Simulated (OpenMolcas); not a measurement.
**Single-point calculation of C₂H₅NO**

C₂H₅NO, computed with TPSSh/ANO-XS-MB, RKS, DKH2 (OpenMolcas 26.06).

The geometry comes from this level: PBE0-D4/def2-TZVP.

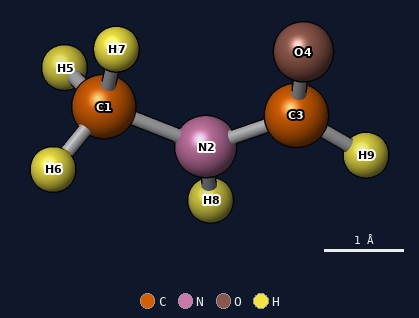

The structure as given in the input (ball-and-stick view, seen at a tilt; atoms are numbered from 1 in the order of the input). Bond lengths as drawn: C–H 1.09 to 1.11 Å, C–N 1.35 to 1.44 Å, C–O 1.21 Å and H–N 1.01 Å.

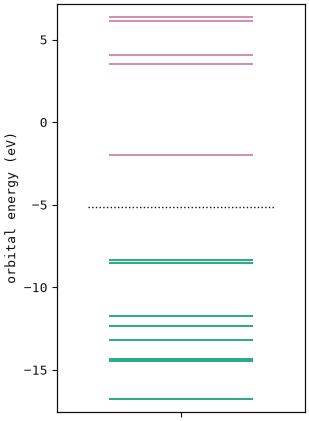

Orbital energies near the frontier; the dotted line parts filled from empty levels, and levels within 0.02 eV of each other stand side by side. Highest filled −8.35 eV, lowest empty −1.95 eV, 6.40 eV apart.

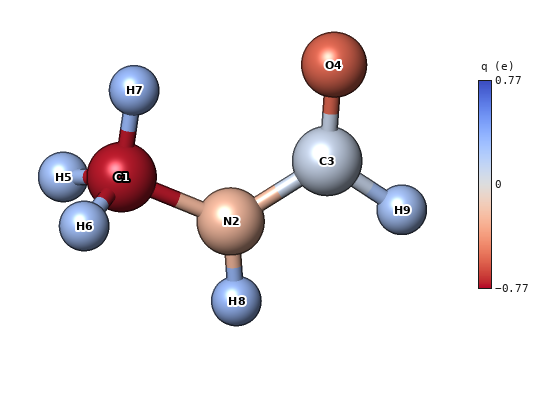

Mulliken charges, as the colour of each atom (ball-and-stick view, seen at a tilt; atoms are numbered from 1 in the order of the input). By element: C −0.74 to +0.10, N −0.24, O −0.55 and H +0.26 to +0.32 e.

These pictures come from the run below.

## The input
```
* C2H5NO Kohn-Sham DFT

&GATEWAY
  Coord
  9
  bohr
  C     -0.60471236     1.12608780    -1.66749433
  N     -0.64005024    -0.76439422     0.29158474
  C      1.24211698    -1.03349122     1.99403901
  O      3.13864612     0.23772755     2.08569072
  H     -0.68370291     0.26342782    -3.54210265
  H     -2.18357854     2.44303793    -1.46982898
  H      1.15859109     2.17110634    -1.48891521
  H     -2.12254038    -1.94433921     0.42292071
  H      0.86265998    -2.58646815     3.34160271
  Basis
  ANO-XS-MB
  Group
  NoSym

&SEWARD
  Relativistic
  R02E00

&SCF
  KSDFT
  HYB_MGGA_XC_TPSSH
  PrOrbitals
  0
```

Launched with:
```bash
export MOLCAS_MEM=1860
pymolcas job.input > job.log
```

## The program's output
```
--- Start Module: gateway ---

                                              &GATEWAY

                       available to each process: 1.9 GB of memory, 1 thread

++    Symmetry information:
      ---------------------

                    Character Table for C1

                             E
                    a        1  x, y, xy, Rz, z, xz, Ry, yz, Rx, I
--

++    Basis set information:
      ----------------------

      Basis set label: C.ANO-XS...2S1P.

      Electronic valence basis set:
      ------------------
      Associated Effective Charge   6.000000 au
      Associated Actual Charge      6.000000 au
      Nuclear Model: Finite nucleus - Gaussian distribution
        Gaussian exponent, Xi/bohr**(-2):  6.80775E+08

      Shell  nPrim  nBasis  Cartesian Spherical Contaminant
         s       8       2        X
         p       4       1        X

      Basis set label: N.ANO-XS...2S1P.

      Electronic valence basis set:
      ------------------
      Associated Effective Charge   7.000000 au
      Associated Actual Charge      7.000000 au
      Nuclear Model: Finite nucleus - Gaussian distribution
        Gaussian exponent, Xi/bohr**(-2):  6.28656E+08

      Shell  nPrim  nBasis  Cartesian Spherical Contaminant
         s       8       2        X
         p       4       1        X

      Basis set label: C.ANO-XS...2S1P.

      Electronic valence basis set:
      ------------------
      Associated Effective Charge   6.000000 au
      Associated Actual Charge      6.000000 au
      Nuclear Model: Finite nucleus - Gaussian distribution
        Gaussian exponent, Xi/bohr**(-2):  6.80775E+08

      Shell  nPrim  nBasis  Cartesian Spherical Contaminant
         s       8       2        X
         p       4       1        X

      Basis set label: O.ANO-XS...2S1P.

      Electronic valence basis set:
      ------------------
      Associated Effective Charge   8.000000 au
      Associated Actual Charge      8.000000 au
      Nuclear Model: Finite nucleus - Gaussian distribution
        Gaussian exponent, Xi/bohr**(-2):  5.86314E+08

      Shell  nPrim  nBasis  Cartesian Spherical Contaminant
         s       8       2        X
         p       4       1        X

      Basis set label: H.ANO-XS...1S.

      Electronic valence basis set:
      ------------------
      Associated Effective Charge   1.000000 au
      Associated Actual Charge      1.000000 au
      Nuclear Model: Finite nucleus - Gaussian distribution
        Gaussian exponent, Xi/bohr**(-2):  2.12482E+09

      Shell  nPrim  nBasis  Cartesian Spherical Contaminant
         s       4       1        X
--

++    Molecular structure info:
      -------------------------

                    ************************************************
                    **** Cartesian Coordinates / bohr, angstrom ****
                    ************************************************

     Center  Label                x              y              z                     x              y              z
        1      C1              -0.604712       1.126088      -1.667494             -0.320000       0.595900      -0.882400
        2      N2              -0.640050      -0.764394       0.291585             -0.338700      -0.404500       0.154300
        3      C3               1.242117      -1.033491       1.994039              0.657300      -0.546900       1.055200
        4      O4               3.138646       0.237728       2.085691              1.660900       0.125800       1.103700
        5      H5              -0.683703       0.263428      -3.542103             -0.361800       0.139400      -1.874400
        6      H6              -2.183579       2.443038      -1.469829             -1.155500       1.292800      -0.777800
        7      H7               1.158591       2.171106      -1.488915              0.613100       1.148900      -0.787900
        8      H8              -2.122540      -1.944339       0.422921             -1.123200      -1.028900       0.223800
        9      H9               0.862660      -2.586468       3.341603              0.456500      -1.368700       1.768300

                    ***************************************
                    *    InterNuclear Distances / bohr    *
                    ***************************************

               1 C1            2 N2            3 C3            4 O4            5 H5            6 H6
    1 C1       0.000000
    2 N2       2.722712        0.000000
    3 C3       4.634802        2.552120        0.000000
    4 O4       5.374785        4.301350        2.284999        0.000000
    5 H5       2.065085        3.969318        6.003303        6.803166        0.000000
    6 H6       2.065490        3.971483        5.984983        6.769874        3.360751        0.000000
    7 H7       2.057473        3.875881        4.733645        4.520661        3.353932        3.353268
    8 H8       4.012625        1.899288        3.823477        5.933490        4.760872        4.778630
    9 H9       6.405256        3.857551        2.090850        3.838425        7.609109        7.597722

               7 H7            8 H8            9 H9
    7 H7       0.000000
    8 H8       5.599806        0.000000
    9 H9       6.786457        4.224033        0.000000

                    *******************************************
                    *    InterNuclear Distances / angstrom    *
                    *******************************************

               1 C1            2 N2            3 C3            4 O4            5 H5            6 H6
    1 C1       0.000000
    2 N2       1.440797        0.000000
    3 C3       2.452631        1.350524        0.000000
    4 O4       2.844214        2.276176        1.209169        0.000000
    5 H5       1.092796        2.100472        3.176811        3.600081        0.000000
    6 H6       1.093010        2.101618        3.167117        3.582463        1.778433        0.000000
    7 H7       1.088768        2.051028        2.504937        2.392231        1.774825        1.774473
    8 H8       2.123390        1.005060        2.023297        3.139868        2.519345        2.528742
    9 H9       3.389516        2.041328        1.106430        2.031207        4.026567        4.020541

               7 H7            8 H8            9 H9
    7 H7       0.000000
    8 H8       2.963290        0.000000
    9 H9       3.591238        2.235262        0.000000

                    **************************************
                    *    Valence Bond Angles / degree    *
                    **************************************
                          Atom centers                 Phi
                      2 N2       1 C1       5 H5       111.26
                      2 N2       1 C1       6 H6       111.34
                      2 N2       1 C1       7 H7       107.54
                      5 H5       1 C1       6 H6       108.90
                      5 H5       1 C1       7 H7       108.89
                      6 H6       1 C1       7 H7       108.84
                      1 C1       2 N2       3 C3       122.93
                      1 C1       2 N2       8 H8       119.42
                      3 C3       2 N2       8 H8       117.65
                      2 N2       3 C3       4 O4       125.47
                      2 N2       3 C3       9 H9       111.99
                      4 O4       3 C3       9 H9       122.55

           ***************************************************************
           *              Valence Dihedral Angles / degree               *
           ***************************************************************
                    Atom centers                       Phi1     Phi2     Theta
           5 H5       1 C1       2 N2       8 H8        111.26   119.42   -60.09
           6 H6       1 C1       2 N2       8 H8        111.34   119.42    61.59
           7 H7       1 C1       2 N2       8 H8        107.54   119.42  -179.25
           3 C3       2 N2       1 C1       5 H5        122.93   111.26   120.13
           3 C3       2 N2       1 C1       6 H6        122.93   111.34  -118.19
           3 C3       2 N2       1 C1       7 H7        122.93   107.54     0.96
           1 C1       2 N2       3 C3       4 O4        122.93   125.47    -0.07
           1 C1       2 N2       3 C3       9 H9        122.93   111.99   179.95
           8 H8       2 N2       3 C3       9 H9        117.65   111.99     0.17
           4 O4       3 C3       2 N2       8 H8        125.47   117.65  -179.86
--

            Nuclear Potential Energy            122.00431912 au

--- Stop Module: gateway /rc=_RC_ALL_IS_WELL_ ---

--- Start Module: seward ---

                                              &SEWARD

                       available to each process: 1.9 GB of memory, 1 thread

               SEWARD will generate:
                  Multipole Moment integrals up to order  2
                  Kinetic Energy integrals
                  Nuclear Attraction integrals (finite nuclei - Gaussian type)
                  One-Electron Hamiltonian integrals
                  Velocity integrals
                  Relativistic Douglas-Kroll-Hess integrals:
                    - Parametrization         : EXP
                    - DKH order of Hamiltonian: 2
                    - DKH order of Properties : 0
                         - multipole moment operators
                         - electric potential operators
                         - contact operators
                  Orbital angular momentum around (  0.7774  -0.0922   0.6539 )
                  Velocity quadrupole around (  0.7774  -0.0922   0.6539 )
                  Two-Electron Repulsion integrals

                   Integrals are discarded if absolute value <: 1.00E-14
                   Integral cutoff threshold is set to       <: 1.00E-16

            Nuclear Potential Energy            122.00431912 au

      Basis set specifications :
      Symmetry species         a
      Basis functions           25

--- Stop Module: seward /rc=_RC_ALL_IS_WELL_ ---

--- Start Module: scf ---

                                                &SCF

                       available to each process: 1.9 GB of memory, 1 thread

 ###############################################################################
 ###     Minimized-density-differences option turned off!                    ###
 ###############################################################################
++    Input section:
      --------------

      Header of the integral files:

      Cartesian coordinates in angstrom:
      -----------------------------------------------------
      No.  Label        X            Y            Z
      -----------------------------------------------------
       1   C1        -0.32000000   0.59590000  -0.88240000
       2   N2        -0.33870000  -0.40450000   0.15430000
       3   C3         0.65730000  -0.54690000   1.05520000
       4   O4         1.66090000   0.12580000   1.10370000
       5   H5        -0.36180000   0.13940000  -1.87440000
       6   H6        -1.15550000   1.29280000  -0.77780000
       7   H7         0.61310000   1.14890000  -0.78790000
       8   H8        -1.12320000  -1.02890000   0.22380000
       9   H9         0.45650000  -1.36870000   1.76830000
      -----------------------------------------------------
      Nuclear repulsion energy =  122.00431912
--

++    Orbital specifications:
      -----------------------

      Symmetry species               1
                                     a
      Frozen orbitals                0
      Occupied orbitals             16
      Secondary orbitals             9
      Deleted orbitals               0
      Total number of orbitals      25
      Number of basis functions     25
--

      Molecular charge                           0.000

      Numerical integration parameters
      --------------------------------
      Radial quadrature type:                         MHL
      Size of radial grid:                            75
      Lebedev angular grid:                           29
      Angular grid pruned with the crowding factor:  3.00E+00
                                 and fading factor:  6.00E+00
      Screening threshold for integral computation:   1.00E-11
      Radial quadrature accuracy:                     1.00E-25
      Maximum batch size:                             128
      AO values are stored on disk
      The same grid will be used for all iterations.

      DFT functional specifications
      -----------------------------
      Using Libxc version: 6.2.2
      Please cite the following reference:
      S. Lehtola, C. Steigemann, M. J.T. Oliveira, and M. A.L. Marques.,  SoftwareX 7, 1–5 (2018) doi:10.1016/j.softx.2017.11.002

      * TPSSh

++    Optimization specifications:
      ----------------------------

      SCF Algorithm: Conventional
      D(i)-D(i-1) density differences are used
      Number of density matrices in core                 5
      Maximum number of NDDO SCF iterations            400
      Maximum number of HF SCF iterations              400
      Threshold for SCF energy change             1.00E-09
      Threshold for density matrix                1.00E-04
      Threshold for Fock matrix                   1.50E-04
      Threshold for linear dependence             1.00E-09
      Threshold at which DIIS is turned on        1.50E-01
      Maximum depth in the DIIS procedure                5
      Maximum depth in the BFGS Hessian update          30
      Threshold at which QNR/C2DIIS is turned on  7.50E-02
      Threshold for Norm(delta) (QNR/C2DIIS)      1.00E-03
      All orbitals punched on: SCFORB
--

      Input vectors read from INPORB
      Orbital file label: *Guess orbitals

++ Convergence information
                                   [...]      iterations: Energy and convergence statistics

Iter     Tot. [...]      One-elec.       Two-elec.     Energy      Max Dij or  Max Fij      DNorm      TNorm      AccCon     Time
         Energy          Energy          Energy        Change      Delta Norm                                                in Sec.
   1  -208.558195290  -544.237251195   213.674736782   0.00E+00    6.82E-01*   1.23E-01*    7.54E+00   6.98E+01   None         0.
   2  -208.312439326  -546.398836358   216.082077909   2.46E-01*   4.07E-01*   1.06E-01*    4.00E+00   7.04E+01   EDIIS        0.
   3  -208.769776192  -546.179715231   215.405619916  -4.57E-01*   4.52E-01*   1.23E-01*    1.64E+00   7.01E+01   EDIIS        0.
   4  -208.693218825  -546.706306503   216.008768555   7.66E-02*   1.22E-01*   3.43E-02*    2.09E+00   7.03E+01   EDIIS        0.
   5  -208.854570325  -545.998219595   215.139330147  -1.61E-01*   3.75E-02*   1.07E-02*    4.42E-01   7.01E+01   c2DIIS       0.
   6  -208.858148912  -546.183045000   215.320576965  -3.58E-03*   2.64E-02*   5.61E-03*    1.69E-01   7.01E+01   QNRc2DIIS    0.
   7  -208.857834767  -546.056077274   215.193923385   3.14E-04*   1.67E-02*   1.19E-02*    1.52E-01   7.01E+01   QNRc2DIIS    0.
   8  -208.858320182  -546.030539690   215.167900385  -4.85E-04*   4.23E-03*   2.26E-03*    9.03E-02   7.01E+01   QNRc2DIIS    0.
   9  -208.858365288  -546.081645438   215.218961027  -4.51E-05*   2.40E-04    1.04E-04     2.52E-02   7.01E+01   QNRc2DIIS    0.
  10  -208.858365406  -546.084370249   215.221685720  -1.18E-07*   7.16E-05    3.44E-05     1.25E-03   7.01E+01   QNRc2DIIS    0.
  11  -208.858365413  -546.084204137   215.221519601  -6.77E-09*   1.88E-05    6.42E-06     3.59E-04   7.01E+01   QNRc2DIIS    0.
  12  -208.858365413  -546.084120806   215.221436270  -3.82E-10    4.95E-06    2.35E-06     1.01E-04   7.01E+01   QNRc2DIIS    0.

       Convergence after  12 Iterations
--

 *****************************************************************************************************************************
 *                                             SCF/KS-DFT Program, Final results                                             *
 *                                                       Final Results                                                       *
 *****************************************************************************************************************************

::    Total KS-DFT energy                            -208.8583654132
      One-electron energy                            -546.0841208063
      Two-electron energy                             215.2214362701
      Nuclear repulsion energy                        122.0043191229
      Kinetic energy (interpolated)                   206.8105504490
      Virial theorem                                    1.0099018883
      Total spin, S(S+1)                                0.0000000000
      Total spin, S                                     0.0000000000
      Max non-diagonal density matrix element           0.0000038624
      Max non-diagonal Fock matrix element              0.0000010001

      No orbitals printed

++    Molecular charges:
      ------------------

      Mulliken charges per centre
      ---------------------------

                C1      N2      C3      O4      H5      H6      H7      H8      H9
      Total    6.7377  7.2372  5.8998  8.5509  0.7277  0.7277  0.6847  0.6906  0.7437

      N-E     -0.7377 -0.2372  0.1002 -0.5509  0.2723  0.2723  0.3153  0.3094  0.2563

      Total electronic charge=   32.000000

      Total            charge=   -0.000000
--

++    Static properties:
      ------------------

      LoProp Charges per center

                   C1       N2       C3       O4       H5       H6       H7       H8       H9
      Nuclear      6.0000   7.0000   6.0000   8.0000   1.0000   1.0000   1.0000   1.0000   1.0000
      Electronic  -6.4621  -7.0832  -5.9253  -8.4325  -0.8284  -0.8285  -0.7936  -0.7787  -0.8677

      Total       -0.4621  -0.0832   0.0747  -0.4325   0.1716   0.1715   0.2064   0.2213   0.1323
--

++    Natural Bond Order analysis
      ---------------------------
      Based on LoProp computed density
      -------------------------------------------------------------------------------------
      Atom A       Atom B       Bond Order
      -------------------------------------------------------------------------------------
      NBO located      0.992 non-bonded electrons on atom C1
      NBO located      0.921 non-bonded electrons on atom C1
      NBO located      0.996 non-bonded electrons on atom N2
      NBO located      0.990 non-bonded electrons on atom C3
      NBO located      0.961 non-bonded electrons on atom C3
      NBO located      0.998 non-bonded electrons on atom O4
      The remaining   12.601 electrons are to be considered as diffuse
--

++    Molecular properties:
      ---------------------

      Charge (e):
                      =   -0.0000
      Dipole Moment (debye):
      Origin of the operator (angstrom)=    0.4114   -0.0488    0.3460
                   X= -4.1184E+00               Y= -1.5352E+00               Z= -1.4864E+00           Total=  4.6398E+00
      Quadrupole Moment (debye*angstrom):
      Origin of the operator (angstrom)=    0.4114   -0.0488    0.3460
                  XX= -3.0049E+01              XY=  8.2003E-01              XZ= -1.7412E+00              YY= -2.6633E+01
                  YZ= -1.7681E+00              ZZ= -2.8339E+01
      In traceless form (debye*angstrom)
                  XX= -2.5627E+00              XY=  1.2300E+00              XZ= -2.6118E+00              YY=  2.5607E+00
                  YZ= -2.6522E+00              ZZ=  1.9568E-03
--

--- Stop Module: scf /rc=_RC_ALL_IS_WELL_ ---
--- Module scf spent 3 seconds ---

.##################.
.# Happy landing! #.
.##################.

    Timing: Wall=4.77 User=3.74 System=0.83
```

## Results in brief

| quantity | value |
| --- | --- |
| outcome | converged |
| total energy | −208.858365 hartree |
| basis functions | 25 |
| HOMO | −8.35 eV |
| LUMO | −1.95 eV |
| dipole moment | 4.64 debye |
| hardware | 1 thread of Arm Neoverse V1, 24 GiB of memory available, shared host |
| wall time | 5.1 s |
| peak memory | 0.37 GiB |
